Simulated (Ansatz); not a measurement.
# TiO2 (Anatase, I4_1/amd): from the cell to its phonons, part 2 of 2

Task: relax TiO2 (Anatase, I4_1/amd), then find its harmonic phonons.

Ansatz 0.2.0; DFT LDA, scalar-relativistic, plane waves, PAW; PAW set soft_1.

So far. Step 3 (Relaxing to small forces for the phonons): The largest force component left is 0.020 meV/Å and the pressure is -0.005 GPa, within the tolerances set. The cell now holds 11.02 Å³/atom. The relaxed cell has a = 3.740, c = 9.458 Å (conventional setting).

## 4. Linear response at the zone centre

The zone centre is the only wavevector solved here; it holds the modes that light can see, as far as symmetry allows. The response to a homogeneous field gives the Born charges and the dielectric tensor, and its change with displacement the Raman tensors.

File input.yaml:

```yaml
crystal:
  lattice:
    - [-1.8699297847, 1.8699297847, 4.7292466454]
    - [1.8699297847, -1.8699297847, 4.7292466454]
    - [1.8699297847, 1.8699297847, -4.7292466454]
  atoms:
    - { symbol: Ti, position: [0.0, 0.0, 0.0] }
    - { symbol: Ti, position: [0.75, 0.25, 0.5] }
    - { symbol: O, position: [0.2079444793, 0.2079444793, 0.0] }
    - { symbol: O, position: [0.9579444793, 0.4579444793, 0.5] }
    - { symbol: O, position: [0.5420555207, 0.0420555207, 0.5] }
    - { symbol: O, position: [0.7920555207, 0.7920555207, 0.0] }
kpoints:
  mp_grid: { grid: [12, 12, 12] }
hamiltonian:
  xc: lda
  pseudopotentials: { kind: paw, azcp: { folder: soft_1 }, xc_functional: pbe }
scf:
  occupations: { method: fixed }
output:
  eigenvalues: true
phonons:
  method: dfpt
  dielectric: true
  rigid_motions: translations
  raman: true
```

Command:

```
> ansatz run input.yaml --threads 4 --pin off --max-ram 10240MiB --backend cpu --events-out ev --progress --plain --runs-dir out
```

Numbers of over 12 decimals in the logs are rounded to 6 here.

The log of the run:

```text
[...]
Crystal: 6 atoms, lattice volume = 66.146 Å³
Basis set: ecut = 420 eV, 1283 PW (Γ), exchange–correlation on 80×80×80 points (8 copies of the dense FFT grid, shifted against one another)
Bands: 30, of which v1, the nominal top of the filled ones, is band 24 counted from 1 (23 counted from 0)
Symmetry: 16 space group operations
k-points: 868 of 1728 (irreducible under 1 space group operation, time reversal used)
[...]
SCF iter   1: F=—  HF=-7131.065413 eV  |F-HF|=—  |Δ(HF+E_count)|=         —  Δρ=5.65e-2  dr2=2.29e0  ethr=3.10e-3  ⟨swp⟩=3.9  Hψ=86343  notcnv=0  defer=1507
[...]
SCF iter  10: F=-7130.487313 eV  HF=-7130.487313 eV  |F-HF|=5.46e-12  |Δ(HF+E_count)|=   1.45e-9  Δρ=2.51e-7  dr2=1.82e-11  ethr=1.00e-12  ⟨swp⟩=10.5  Hψ=169137  notcnv=0
SCF 1 converged in 10 iterations: F = -7130.487313 eV  dr2 = 1.82e-11
[...]
NSCF: frozen V_eff on 3 k-points
DFPT response loops at Γ: preconditioner auto → Resta (q_TF=auto, 2.586 Å⁻¹)  ε∞=5.4 (no band partly filled); β = 1.00, the filter's whole step (`scf.mixing.beta` (0.50) is not read by the response loops at its default; to damp them type it under 1.00, their step now; it binds the ground state too); Broyden in place of MSR1
── the response to a field inside a basis, on 12×12×12 k-points: an SCF that follows is theirs, and a resumed run solves both again ──
Bands: 25, of which v1, the nominal top of the filled ones, is band 24 counted from 1 (23 counted from 0)
k-points: 159 of 1728
[...]
Eigensolver: Dense (159 Hₖ)
SCF iter   1: F=—  HF=-7130.476308 eV  |F-HF|=—  |Δ(HF+E_count)|=         —  Δρ=3.88e-4  dr2=2.18e-5  ethr=1.00e-1
[...]
SCF iter   6: F=-7130.476301 eV  HF=-7130.476301 eV  |F-HF|=2.73e-12  |Δ(HF+E_count)|=  9.80e-10  Δρ=1.66e-7  dr2=6.51e-12  ethr=3.86e-12
SCF 1 converged in 6 iterations: F = -7130.476301 eV  dr2 = 6.51e-12
[...]
SCF converged after 10 iterations
Free energy (F): -7130.487313 eV
[...]
Internal energy: -7130.487313 eV  (E = F + TS)
E sigma→0 (E₀):  -7130.487313 eV
Fermi energy:    7.275716 eV
[...]
--- Band table (eV; the first three rows and the last of 868) ---
  k-point 0: bands = [... 20 lower, 6.5145, 6.5145, 6.7725, 6.7725, 9.3695, 10.1675, 11.3960, 11.3960, ... 2 higher]
  k-point 1: bands = [... 20 lower, 6.3699, 6.3942, 6.5025, 6.8827, 9.7119, 10.2174, 11.0718, 11.2561, ... 2 higher]
  k-point 2: bands = [... 20 lower, 5.9389, 6.0675, 6.6050, 7.0132, 10.2670, 10.3964, 10.6244, 11.0731, ... 2 higher]
  k-point 867: bands = [... 20 lower, 5.9904, 5.9904, 7.1651, 7.1651, 9.7533, 9.7533, 11.1585, 11.1585, ... 2 higher]
--- Phonons (Γ-DFPT): 5 representative perturbations + reference, on 868 of 1728 k-points (Σ response iterations 17) ---
  k mesh reduced under 1 symmetry operation, with k and −k counted as one. Each operation leaves every solved perturbation unchanged. A smaller set is not considered because the run solves the response to a homogeneous field
  ASR residual: 3.241e-5 → 0.000e0 eV/Å²; symmetrization residual: 1.608e-5 eV/Å²
  ASR residual per site (eV/Å²): 1.01e-5 1.01e-5 3.24e-5 3.24e-5 3.24e-5 3.24e-5
  Γ frequencies (cm⁻¹): 0.00 0.00 0.00 150.14 150.14 164.25 164.25 240.43 240.43 348.23 384.10 442.36 442.36 503.19 528.23 551.53 638.22 638.22
  ε∞ (high-frequency dielectric tensor):
        6.874141     0.000000    -0.000000
        0.000000     6.874141     0.000000
       -0.000000     0.000000     6.271047
  ε⁰ (static dielectric tensor: ions relaxed, cell fixed):
       52.890436    -0.000000    -0.000000
       -0.000000    52.890436    -0.000000
       -0.000000    -0.000000    27.242983
  ε⁰ − ε∞ (ionic part):
       46.016295    -0.000000    -0.000000
       -0.000000    46.016295    -0.000000
       -0.000000    -0.000000    20.971937
  softest optical mode at Γ: 150.14 cm⁻¹; the repairs (sum rule, projections) moved no ω² at Γ by more than (2.34 cm⁻¹)²
  Born effective charges Z* (e; rows j = field, columns β = displacement):
    site 0:
         6.56103    0.00000   -0.00000
         0.00000    6.56103    0.00000
        -0.00000   -0.00000    5.72555
    site 1:
         6.56103    0.00000   -0.00000
         0.00000    6.56103   -0.00000
        -0.00000   -0.00000    5.72555
    site 2:
        -1.12737    0.00000    0.00000
         0.00000   -5.43365   -0.00000
         0.00000   -0.00000   -2.86278
    site 3:
        -5.43365   -0.00000    0.00000
        -0.00000   -1.12737    0.00000
        -0.00000   -0.00000   -2.86278
    site 4:
        -1.12737    0.00000    0.00000
        -0.00000   -5.43365    0.00000
        -0.00000   -0.00000   -2.86278
    site 5:
        -5.43365   -0.00000   -0.00000
        -0.00000   -1.12737    0.00000
        -0.00000    0.00000   -2.86278
  Z* charge neutrality: 4.941e-3 e pre-enforcement
  solved inside a basis spanned on kpoints, on 12×12×12 k-points: ε∞ is read to err by 2.0e-2, Z* by 2.2e-2 e (field_mesh: kpoints solves on kpoints); Z* is corrected for what the basis lacks
  Raman tensors (in the event stream and the table raman_tensors.tsv): an entry may err by 7.9e-2 Å², one of the second-order susceptibility by 1.9e-19 pm/V (basis, points and sum rule); their sum over the sites missed zero by 7.327e-15 Å² ahead of its enforcement
  optical modes at Γ without the LO–TO term, one row a degenerate level:
      ω (cm⁻¹)  modes    IR ((D/Å)²/amu)  static Raman (Å⁴/amu)  depolarisation
        150.14      2             0.0000               630.6429           0.750
        164.25      2             0.0000                 6.2927           0.750
        240.43      2           124.8940                 0.0000               —
        348.23      1            78.8723                 0.0000               —
        384.10      1             0.0000               277.8005           0.750
        442.36      2           135.7274                 0.0000               —
        503.19      1             0.0000               134.2402           0.750
        528.23      1             0.0000               416.7648           0.193
        551.53      1             0.0000                 0.0000               —
        638.22      2             0.0000              1470.4868           0.750
  optical modes at Γ + LO–TO along q̂ = [1.0000, 0.0000, 0.0000]:
      ω (cm⁻¹)  modes    IR ((D/Å)²/amu)  static Raman (Å⁴/amu)  depolarisation
        150.14      2             0.0000               630.6429           0.750
        164.25      2             0.0000                 6.2927           0.750
        240.43      1            62.4470                 0.0000               —
        341.00      1             1.5658                 0.0000               —
        348.23      1            78.8723                 0.0000               —
        384.10      1             0.0000               277.8005           0.750
        442.36      1            67.8637                 0.0000               —
        503.19      1             0.0000               134.2402           0.750
        528.23      1             0.0000               416.7648           0.193
        551.53      1             0.0000                 0.0000               —
        638.22      2             0.0000              1470.4868           0.750
        865.13      1           128.7449                 0.0000               —
  optical modes at Γ + LO–TO along q̂ = [0.0000, 1.0000, 0.0000]:
      ω (cm⁻¹)  modes    IR ((D/Å)²/amu)  static Raman (Å⁴/amu)  depolarisation
        150.14      2             0.0000               630.6429           0.750
        164.25      2             0.0000                 6.2927           0.750
        240.43      1            62.4470                 0.0000               —
        341.00      1             1.5658                 0.0000               —
        348.23      1            78.8723                 0.0000               —
        384.10      1             0.0000               277.8005           0.750
        442.36      1            67.8637                 0.0000               —
        503.19      1             0.0000               134.2402           0.750
        528.23      1             0.0000               416.7648           0.193
        551.53      1             0.0000                 0.0000               —
        638.22      2             0.0000              1470.4868           0.750
        865.13      1           128.7449                 0.0000               —
  optical modes at Γ + LO–TO along q̂ = [0.0000, 0.0000, 1.0000]:
      ω (cm⁻¹)  modes    IR ((D/Å)²/amu)  static Raman (Å⁴/amu)  depolarisation
        150.14      2             0.0000               630.6429           0.750
        164.25      2             0.0000                 6.2927           0.750
        240.43      2           124.8940                 0.0000               —
        384.10      1             0.0000               277.8005           0.750
        442.36      2           135.7274                 0.0000               —
        503.19      1             0.0000               134.2402           0.750
        528.23      1             0.0000               416.7648           0.193
        551.53      1             0.0000                 0.0000               —
        638.22      2             0.0000              1470.4868           0.750
        725.82      1            78.8723                 0.0000               —
```

It took 20 min on 4 threads of Arm Neoverse V1, shared host; peak memory 6.7 GiB.

Numbers from this step:

| Property | Result |
| --- | --- |
| sum-rule residual before enforcement | 3.24e-5 eV/Å² |
| miss of the charge sum rule | 0.004941 e |
| estimated error of the dielectric tensor | 0.01975 |
| estimated error of the Born charges | 0.02190 e |
| point group | 4/mmm |
| highest optical mode at the zone centre (no LO-TO term) | 638.2 cm⁻¹ |
| lowest optical zone-centre mode | 150.1 cm⁻¹ |
| mean high-frequency dielectric constant | 6.673 |
| largest Born charge (third of the trace) | 6.283 e |
| mean static dielectric constant | 44.34 |
| top of the zone-centre spectrum with the field | 865.1 cm⁻¹ |

Without the LO-TO term. Patterns of degenerate modes are one choice out of their space. The modes at Γ (shares of kinetic energy by element, %):

| mode | frequency (cm⁻¹) | symmetry | Ti % | O % |
| --- | --- | --- | --- | --- |
| 1 | 0.0 | acoustic | 60 | 40 |
| 2 | 0.0 | acoustic | 60 | 40 |
| 3 | 0.0 | acoustic | 60 | 40 |
| 4 | 150.1 | Eg | 95 | 5 |
| 5 | 150.1 | Eg | 95 | 5 |
| 6 | 164.2 | Eg | 4 | 96 |
| 7 | 164.2 | Eg | 4 | 96 |
| 8 | 240.4 | Eu | 36 | 64 |
| 9 | 240.4 | Eu | 36 | 64 |
| 10 | 348.2 | A2u | 40 | 60 |
| 11 | 384.1 | B1g | 100 | 0 |
| 12 | 442.4 | Eu | 4 | 96 |
| 13 | 442.4 | Eu | 4 | 96 |
| 14 | 503.2 | B1g | 0 | 100 |
| 15 | 528.2 | A1g | 0 | 100 |
| 16 | 551.5 | B2u | 0 | 100 |
| 17 | 638.2 | Eg | 1 | 99 |
| 18 | 638.2 | Eg | 1 | 99 |

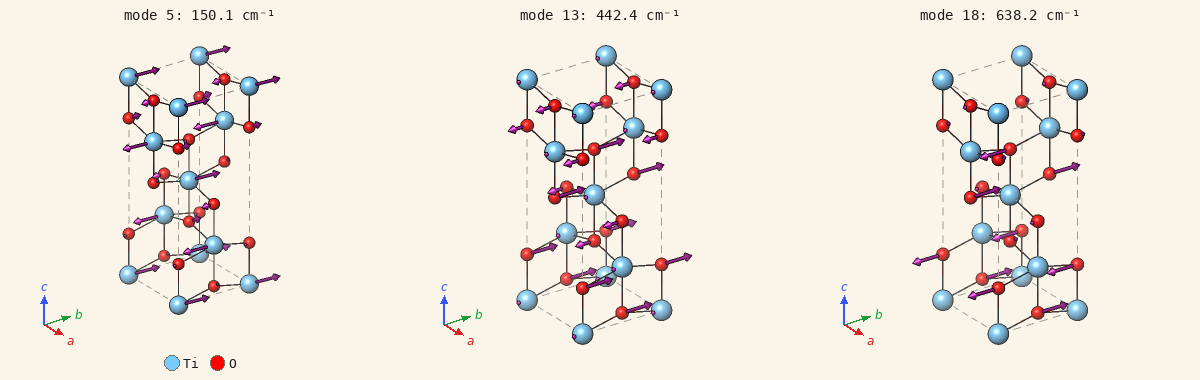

Displacement patterns of modes 5, 13 and 18 at Γ; arrows are exaggerated. Some periodic images of atoms are drawn too.

Optical modes at the zone centre, without and with the macroscopic field of the longitudinal modes; each column is sorted by frequency, so a row need not hold one and the same mode. Modes with and without the field, by row:

| rank among optical modes | no field (cm⁻¹) | q along (1, 0, 0) (cm⁻¹) | q along (0, 0, 1) (cm⁻¹) |
| --- | --- | --- | --- |
| 1 | 150.1 | 150.1 | 150.1 |
| 2 | 150.1 | 150.1 | 150.1 |
| 3 | 164.2 | 164.2 | 164.2 |
| 4 | 164.2 | 164.2 | 164.2 |
| 5 | 240.4 | 240.4 | 240.4 |
| 6 | 240.4 | 341 | 240.4 |
| 7 | 348.2 | 348.2 | 384.1 |
| 8 | 384.1 | 384.1 | 442.4 |
| 9 | 442.4 | 442.4 | 442.4 |
| 10 | 442.4 | 503.2 | 503.2 |
| 11 | 503.2 | 528.2 | 528.2 |
| 12 | 528.2 | 551.5 | 551.5 |
| 13 | 551.5 | 638.2 | 638.2 |
| 14 | 638.2 | 638.2 | 638.2 |
| 15 | 638.2 | 865.1 | 725.8 |

Born charge (rows field, columns displacement) (e), principal values of the symmetric part by kind of site:

| atom | atoms with these values | low | middle | high | mean |
| --- | --- | --- | --- | --- | --- |
| Ti1 | 2 | 5.73 | 6.56 | 6.56 | 6.28 |
| O3 | 4 | -5.43 | -2.86 | -1.13 | -3.14 |

In full for O3:

```
-1.13  0.00  0.00
 0.00 -5.43  0.00
 0.00  0.00 -2.86
```

High-frequency dielectric tensor:

```
6.87 0.00 0.00
0.00 6.87 0.00
0.00 0.00 6.27
```

Static dielectric tensor (ions relaxed, fixed cell):

```
52.89  0.00  0.00
 0.00 52.89  0.00
 0.00  0.00 27.24
```

Transverse modes. Lines of the infrared spectrum (strongest = 100):

| position (cm⁻¹) | label | relative intensity |
| --- | --- | --- |
| 150 | Eg | 0.0 |
| 164 | Eg | 0.0 |
| 240 | Eu | 92 |
| 348 | A2u | 58 |
| 384 | B1g | 0.0 |
| 442 | Eu | 100 |
| 503 | B1g | 0.0 |
| 528 | A1g | 0.0 |
| 552 | B2u | 0.0 |
| 638 | Eg | 0.0 |

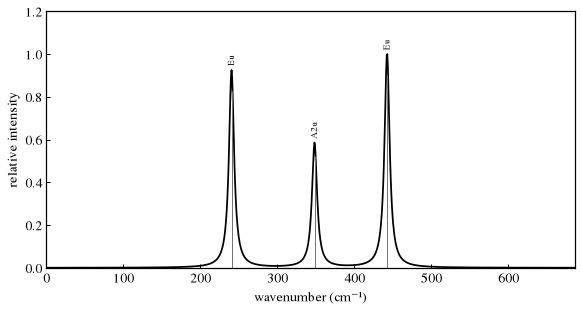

The infrared spectrum, broadened with Lorentzians of width 8 cm⁻¹; bars mark the lines.

Activity x (w_L - w)^4 (n + 1)/w, 532 nm, 300 K; modes without the macroscopic field alone. Raman lines, with heights relative to the strongest:

| position (cm⁻¹) | label | relative intensity |
| --- | --- | --- |
| 150 | Eg | 100 |
| 164 | Eg | 0.9 |
| 240 | Eu | 0.0 |
| 348 | A2u | 0.0 |
| 384 | B1g | 10 |
| 442 | Eu | 0.0 |
| 503 | B1g | 3.3 |
| 528 | A1g | 10 |
| 552 | B2u | 0.0 |
| 638 | Eg | 27 |

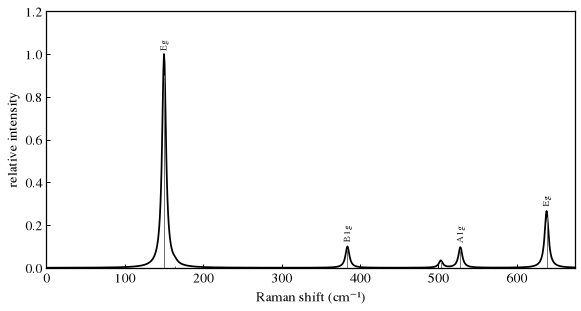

The Raman spectrum, broadened with Lorentzians of width 6 cm⁻¹; bars mark the lines.

Before it was imposed, the acoustic sum rule was missed by 3.2e-5 eV/Å² and the charge sum rule by 0.0049 e. Small misses are needed for a sound result but don't prove that mesh and cutoff are converged. The lowest optical mode is real, 150 cm⁻¹.

## 5. Isotope substitution, element O, natural mass 15.999 amu

An isotope changes the mass and not the force constants, so no new electronic calculation is needed; the shifts show which modes move this element.

The same force constants with the mass of O changed from 15.999 to 17.999 u (phonopy, no LO-TO term). Both lists are sorted by frequency; levels can cross, so a row need not hold one and the same mode. Modes under 3 cm⁻¹ are left out. Isotope shifts, by row:

| q | rank | natural mass (cm⁻¹) | changed mass (cm⁻¹) |
| --- | --- | --- | --- |
| 0 0 0 | 4 | 150.1 | 149.2 |
| 0 0 0 | 5 | 150.1 | 149.2 |
| 0 0 0 | 6 | 164.2 | 155.8 |
| 0 0 0 | 7 | 164.2 | 155.8 |
| 0 0 0 | 8 | 240.4 | 231.6 |
| 0 0 0 | 9 | 240.4 | 231.6 |
| 0 0 0 | 10 | 348.2 | 336.4 |
| 0 0 0 | 11 | 384.1 | 384.1 |
| 0 0 0 | 12 | 442.4 | 418.2 |
| 0 0 0 | 13 | 442.4 | 418.2 |
| 0 0 0 | 14 | 503.2 | 474.4 |
| 0 0 0 | 15 | 528.2 | 498 |
| 0 0 0 | 16 | 551.5 | 520 |
| 0 0 0 | 17 | 638.2 | 601.9 |
| 0 0 0 | 18 | 638.2 | 601.9 |

A mode of this element alone would shift by -5.72 %. The highest zone-centre frequency without the field goes from 638.2 to 601.9 cm⁻¹ (-5.7 %). The product of the frequency ratios over all optical modes at Γ is 0.531; the product rule, (m/m′)^(3k/2) (M′/M)^(3/2) with k = 4 such atoms and M the mass of the cell, gives 0.531.

## 6. Isotope substitution, element Ti, natural mass 47.867 amu

The same for Ti, from 47.87 to 49.94 u.

The same force constants with the mass of Ti changed from 47.867 to 49.945 u (phonopy, no LO-TO term). Both lists are sorted by frequency; levels can cross, so a row need not hold one and the same mode. Modes under 3 cm⁻¹ are left out. Isotope shifts, by row:

| q | rank | natural mass (cm⁻¹) | changed mass (cm⁻¹) |
| --- | --- | --- | --- |
| 0 0 0 | 4 | 150.1 | 147.1 |
| 0 0 0 | 5 | 150.1 | 147.1 |
| 0 0 0 | 6 | 164.2 | 164.1 |
| 0 0 0 | 7 | 164.2 | 164.1 |
| 0 0 0 | 8 | 240.4 | 238.6 |
| 0 0 0 | 9 | 240.4 | 238.6 |
| 0 0 0 | 10 | 348.2 | 345.3 |
| 0 0 0 | 11 | 384.1 | 376 |
| 0 0 0 | 12 | 442.4 | 442 |
| 0 0 0 | 13 | 442.4 | 442 |
| 0 0 0 | 14 | 503.2 | 503.2 |
| 0 0 0 | 15 | 528.2 | 528.2 |
| 0 0 0 | 16 | 551.5 | 551.5 |
| 0 0 0 | 17 | 638.2 | 638.1 |
| 0 0 0 | 18 | 638.2 | 638.1 |

A mode of this element alone would shift by -2.10 %. The highest zone-centre frequency without the field goes from 638.2 to 638.1 cm⁻¹ (-0.0 %). The product of the frequency ratios over all optical modes at Γ is 0.915; the product rule, (m/m′)^(3k/2) (M′/M)^(3/2) with k = 2 such atoms and M the mass of the cell, gives 0.915.

## 7. Results

```json
{"space group after relaxation (within 0.01 Å)": "I4_1/amd", "volume per atom": "11.0 Å³", "gap on the k-mesh": "2.09 eV", "highest optical mode at the zone centre (no LO-TO term)": "638 cm⁻¹", "top of the zone-centre spectrum with the field": "865 cm⁻¹", "lowest optical zone-centre mode": "150 cm⁻¹", "mean high-frequency dielectric constant": "6.67", "mean static dielectric constant": "44.3", "largest Born charge (third of the trace)": "6.28 e", "imaginary modes at Γ (the only wavevector solved)": "none"}
```

**Reading.** The structure is stable against zone-centre distortions, since no mode there is imaginary; other wavevectors were not solved, so zone-boundary instabilities are untested. Without the field, the optical modes at Γ span 150 to 638 cm⁻¹. No dispersion was computed. The highest mode in this list at Γ, 638.2 cm⁻¹, is mostly motion of O (99 % of the kinetic energy). With the macroscopic field of the longitudinal modes the top of the zone-centre spectrum lies at 865 cm⁻¹, against 638 cm⁻¹ without it. Lattice motion raises the mean dielectric constant from 6.673 to 44.34. The strongest infrared line is at 442 cm⁻¹. Averaged over orientations, the strongest Raman line at 532 nm and 300 K is at 150 cm⁻¹. The tensors are the static, non-resonant ones, while 532 nm light (2.33 eV) lies above the computed gap. The PAW files were made for PBE and serve the other functionals too. These are harmonic frequencies at zero temperature: anharmonic shifts, linewidths and thermal expansion are left out.

Calculation against experiment:

| quantity | measured | LDA, PAW; PAW set soft_1 |
| --- | --- | --- |
| lattice constant a (Å) | 3.782 | 3.740 (-1.1 %) |
| lattice constant c (Å) | 9.502 | 9.458 (-0.5 %) |
| band gap (gap on the k-mesh) (eV) | 3.22 | 2.09 (-1.13 eV) |
| Raman mode, B1g, Ti-O antisymmetric … (cm⁻¹) | 393 | 384 (-2.3 %) |
| Raman mode, A1g + B1g, unresolved band (cm⁻¹) | 516 | 528 (+2.4 %) |

Measured values from pmc:7952686 (2021), pmc:7353264 (2020) and pmc:7198570 (2020).

**Verdict.** The lattice constant a is off by -1.1 %: fair agreement. The lattice constant c is off by -0.5 %: good agreement. The band gap is off by -1.13 eV. Local and semilocal functionals usually give gaps below the measured ones. The computed gap is read on a k-mesh, which can miss the band edges. An optical gap can lie under the band gap by the exciton's binding. Zero-point and thermal motion shift the measured gap. The Raman mode is off by -2.3 %: good agreement. The Raman mode is off by +2.4 %: good agreement. The grades are ours: good and fair within 0.7 and 1.5 % for the lattice constant a, 0.8 and 2 % for the lattice constant c and 3 and 7 % for the Raman mode. 2 further measured lines are left out: they lack a usable label, or no computed mode of their label or degeneracy could be paired (by label, or within 15 % without labels). Zero-point motion and thermal expansion are not in the computed lattice constants and Raman mode.

[Logs are printed without paths, hosts, clocks, repeated set-up lines and the standing remarks that a program may print on its own settings, such as how far it seeks lower states.]

[Hosts, paths, dates, database ids (printed as entryN), source tags and the programs' standing remarks are cut or masked in the printed files.]
